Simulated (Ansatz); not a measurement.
**AlF2 (SMILES [F][Al][F]) at UB2PLYP/STO-3G**

Aim: the vertical doublet–quartet gap of AlF2 at UB2PLYP/STO-3G, from 2 runs. 

The results are computed with Ansatz 0.2.0.

37 further runs of the same task are left out: 1 that didn't finish, 36 set aside as unsound or not needed.

**1. Starting point**

The species is AlF2 (3 atoms), meant as a doublet with charge 0. SMILES: `[F][Al][F]`. Geometry: relaxed at PBE0-D4/def2-TZVP.

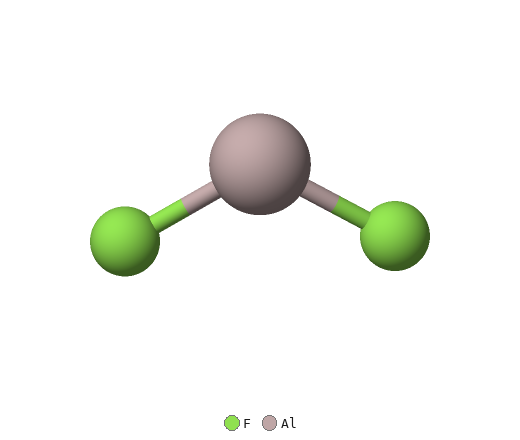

The structure, seen from a chosen angle (fluorine green, aluminium light grey).

**2. The energy at UB2PLYP/STO-3G**

Contents of molecule.yaml:

```yaml
crystal:
  periodic: [false, false, false]
  atoms:
    - {symbol: F, position_ang: [0.533000, -1.361200, 0.136400]}
    - {symbol: Al, position_ang: [0.388700, 0.275400, 0.245200]}
    - {symbol: F, position_ang: [-0.932500, 1.021000, -0.394800]}
basis:
  gaussian: {orbitals: STO-3G}
magnetization: {spin_polarized: true, initial_magnetization: 1}
hamiltonian: {xc: {name: B2PLYP}}
correlation: {frozen_orbitals: {Al: 5, F: 1}}
accuracy: high
```

On the command line:

```sh
ansatz run molecule.yaml --threads 1 --pin off --max-ram 2610MiB --events-out events.jsonl --progress --plain --runs-dir runs
```

What it wrote:

```text
Warning: RAYON_NUM_THREADS=1 ignored (pool sized by the plan → 1); use --threads N
Functional definition: B2PLYP
  name "B2PLYP"
  parameter a = 0.53
  parameter c = 0.27
  exchange = (1 - a)*b88_x + a*exact_x
  correlation = (1 - c)*lyp_c + c*(mp2_os + mp2_ss)
332 factors; integrals over basis functions are off by at most 2.8e-8 eV
mean field evaluation 1: about -11859.0605 eV, gradient 1.7e1 eV
mean field evaluation 2: about -11859.0825 eV, gradient 1.7e1 eV
mean field evaluation 4: about -11862.0694 eV, gradient 8.0e-1 eV
mean field evaluation 8: about -11862.0823 eV, gradient 1.4e-2 eV
mean field evaluation 16: about -11862.0823 eV, gradient 1.0e-6 eV
mean field -11862.08229081 eV, -435.9234837793 hartree, gradient 4.0e-8 eV, S^2 0.755414; 0 other end points of the search recorded, 0 dependent functions left out
7 core orbitals not correlated: weight in the atoms' cores, before any rotation towards them, 1.000 or more for the frozen orbitals, at most 0.000 for the correlated occupied ones
reference -11862.08230407 eV, -435.9234842663 hartree; 9, 8 occupied and 3, 4 virtual orbitals, 332 factors
second order -2.36001325 eV of doubles, -0.00000000 eV of singles
Total energy: -11862.71950764 eV, -435.9469010658 hartree
```

Wall time 1.7 s (1 thread of Arm Neoverse V1, shared host); peak memory 0.12 GiB.

**3. The quartet, same level**

Contents of input.yaml:

```yaml
basis:
  gaussian: {orbitals: STO-3G}
crystal:
  periodic: [false, false, false]
  atoms:
    - {symbol: F, position_ang: [0.533000, -1.361200, 0.136400]}
    - {symbol: Al, position_ang: [0.388700, 0.275400, 0.245200]}
    - {symbol: F, position_ang: [-0.932500, 1.021000, -0.394800]}
accuracy: high
magnetization: {spin_polarized: true, initial_magnetization: 3}
correlation: {frozen_orbitals: {Al: 5, F: 1}}
hamiltonian: {xc: {name: B2PLYP}}
```

On the command line:

```sh
ansatz run input.yaml --threads 1 --pin off --max-ram 2610MiB --events-out events.jsonl --progress --plain --runs-dir runs
```

What it wrote, shortened:

```text
Warning: RAYON_NUM_THREADS=1 ignored (pool sized by the plan → 1); use --threads N
[... 2 set-up lines as earlier in the session ...]
[...]
332 factors; integrals over basis functions are off by at most 2.8e-8 eV
[...]
mean field -11853.90362625 eV, -435.6229234001 hartree, gradient 8.1e-9 eV, S^2 3.750821; 6 other end points of the search recorded, 0 dependent functions left out
7 core orbitals not correlated: weight in the atoms' cores, before any rotation towards them, 1.000 or more for the frozen orbitals, at most 0.000 for the correlated occupied ones
reference -11853.90363988 eV, -435.6229239010 hartree; 10, 7 occupied and 2, 5 virtual orbitals, 332 factors
second order -2.28338551 eV of doubles, -0.00000000 eV of singles
Total energy: -11854.52015397 eV, -435.6455803759 hartree
```

It took 3.6 s on 1 thread of Arm Neoverse V1, shared host; peak memory 0.12 GiB.

**4. What came out**

At UB2PLYP/STO-3G, 7 core orbitals frozen:

| quantity | value |
| --- | --- |
| doublet: total energy | -435.94690 Eh |
| doublet: ⟨S²⟩ | 0.755 |
| quartet: total energy | -435.64558 Eh |
| quartet: ⟨S²⟩ | 3.751 |
| vertical energy of the quartet above the doublet | 8.199 eV |

In words: At this shape the quartet lies 8.20 eV (189 kcal/mol) above the doublet. In a minimal basis such a difference can be off by several eV, whatever the method.
